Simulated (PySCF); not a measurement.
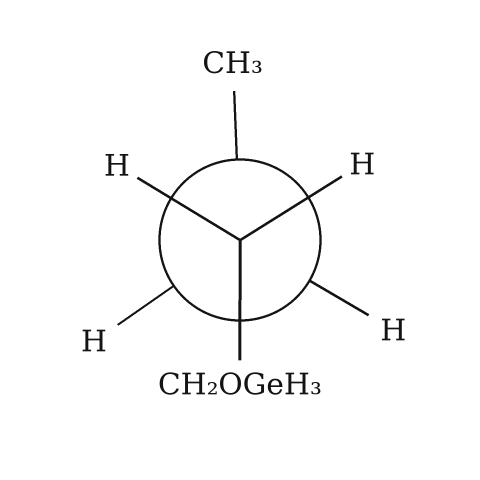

A Newman projection along the C–C bond, carbon in front; angles are drawn as computed, but eclipsed bonds slightly apart. The computed structure is the end point of a PBE0-D3(BJ)/def2-SVP optimisation. No frequency run is at hand to confirm it as a minimum.

Q: Which molecule is it?

A: C4H12GeO, CCCC[O][GeH3]

Q: What is the torsion angle from the front CH2OGeH3 to the back CH3? The sign is positive where the front bond must turn clockwise to cover the back bond.

A: 178°, antiperiplanar (anti). The conformation about this bond is staggered.
